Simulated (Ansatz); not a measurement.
CH$_{3}$ClOSi (SMILES OC=[SiH]Cl)

Input

```
crystal:
  periodic: [false, false, false]
  atoms:
    - { symbol: O, position_ang: [-0.83447, 1.55569, -0.04877] }
    - { symbol: C, position_ang: [0.16047, 0.72198, 0.44325] }
    - { symbol: Si, position_ang: [1.44745, 1.17226, 1.56181] }
    - { symbol: Cl, position_ang: [1.38157, 2.8971, 2.60332] }
    - { symbol: H, position_ang: [-1.23244, 1.15964, -0.82991] }
    - { symbol: H, position_ang: [0.20769, -0.17683, -0.15146] }
    - { symbol: H, position_ang: [2.40554, 0.23853, 2.09613] }
basis:
  gaussian: { orbitals: cc-pVDZ }
hamiltonian:
  xc: b3lyp
  dispersion: d4
relax:
  f_tol: 0.015
  max_steps: 40
output:
  orbitals: {}
```

Command:

```sh
ansatz run input.yaml --threads 1 --pin off --max-ram 2048MiB --backend cpu --events-out ev --progress --plain --runs-dir out
```

The fields are those of the relaxed geometry.

Level of theory: RKS B3LYP-D4/cc-pVDZ in Ansatz.

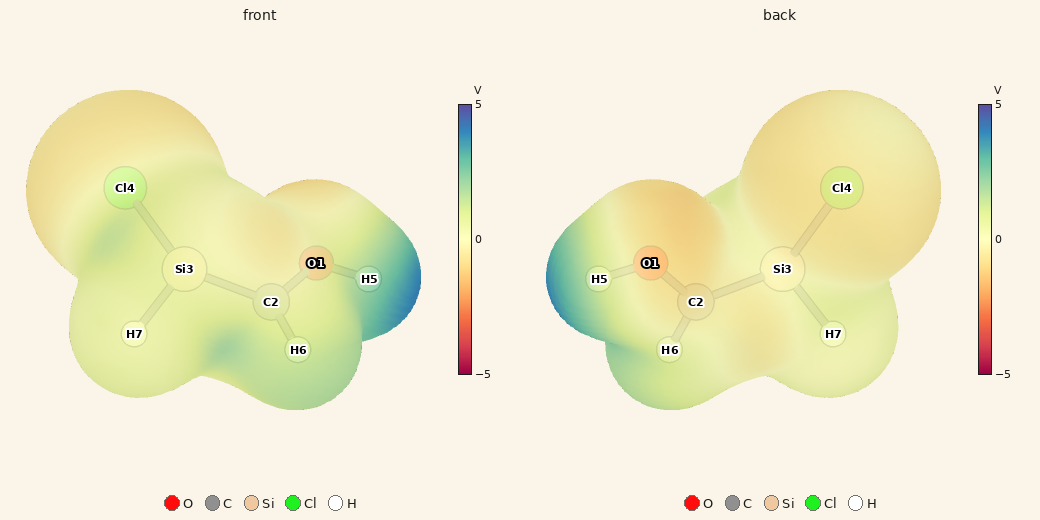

Figure 1. The molecular electrostatic potential painted on the density surface at 0.004 e/bohr³, seen from the front and from behind; red is negative and blue positive.

Describe the electrostatic potential map.

Answer. The most negative region (about −1.2 V) lies over O1, the most positive (about +4.0 V) over H5. O1 is the likeliest acceptor of a hydrogen bond.

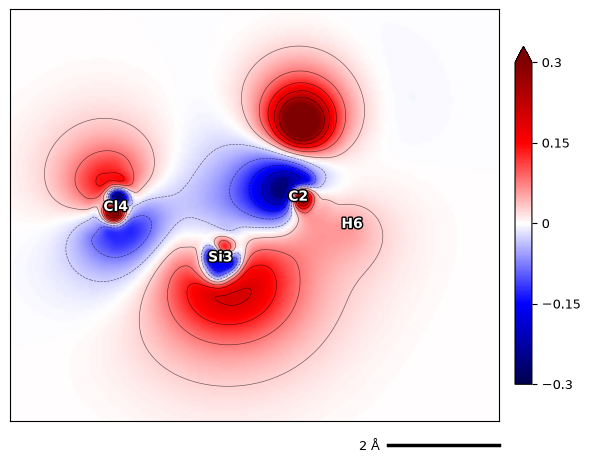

Figure 2. One frontier orbital on the plane of atoms C2, Si3 and Cl4 (values in Å⁻³ᐟ²; the overall sign is arbitrary).

Which orbital is it: HOMO or LUMO?

Answer. The HOMO, at −5.68 eV. It lies mainly on Si3 (about 45 %), C2 (about 25 %), O1 (about 15 %) and Cl4 (about 10 %); π-bonding across Si3–C2.

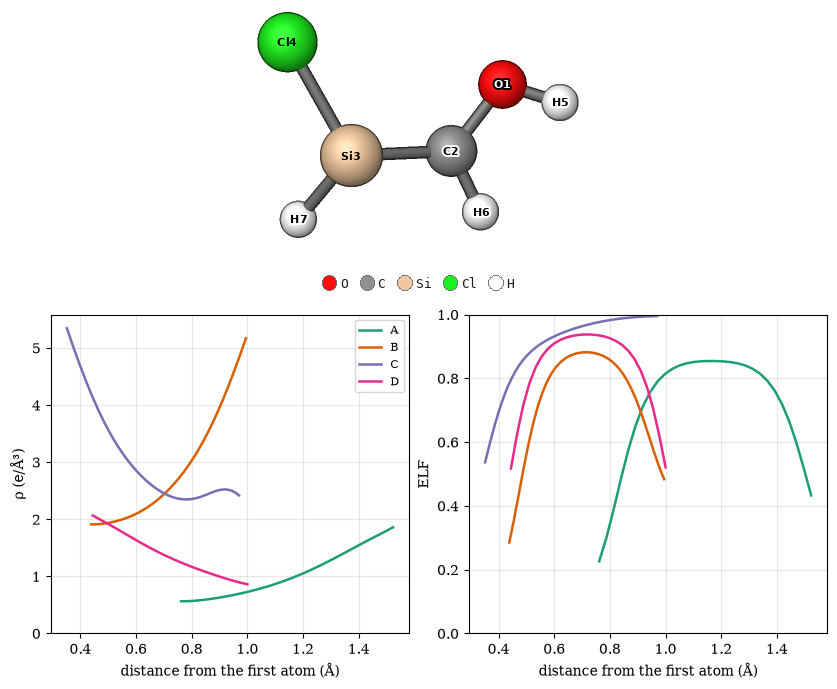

Figure 3. Total electron density and ELF along straight lines between neighbouring atoms. The curves leave out the atomic cores. The structure is drawn too.

Which curve belongs to which contact (C–O, C–Si, O–H and Si–Cl)? The first atom named is at distance zero.

Answer. Curve A: Si–Cl (2.10 Å): ρ is about 0.79 e/Å³ halfway; the ELF peaks at about 0.85 between the atoms (a polar covalent bond). Curve B: C–O (1.35 Å): ρ is about 2.3 e/Å³ halfway, with its minimum of 1.9 e/Å³ about 0.5 Å from C; the ELF peaks at about 0.90 between the atoms: a polar covalent bond. Curve C: O–H (0.97 Å): ρ at the midpoint is about 3.7 e/Å³; the ELF climbs to about 1 towards the hydrogen, as it does in any bond to H; an ordinary covalent bond to hydrogen. Curve D: C–Si (1.78 Å): ρ at the midpoint is about 1 e/Å³; the ELF peaks at about 0.95 between the atoms (localised, covalent bonding).

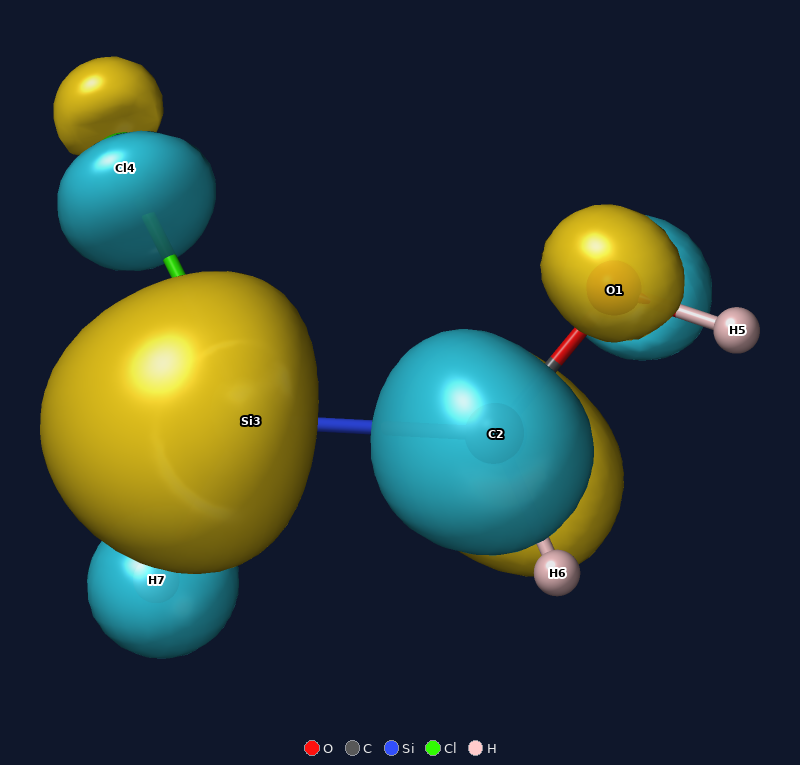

Figure 4. The LUMO at ±0.15 Å⁻³ᐟ² (yellow and cyan are the two phases), seen across its widest extent.

Where does this orbital lie, and at what energy?

Answer. Its weight (Hirshfeld) is mainly on Si3 (about 40 %), C2 (about 30 %), O1 (about 10 %), Cl4 (about 10 %) and H7 (about 5 %). Its energy is −1.87 eV.
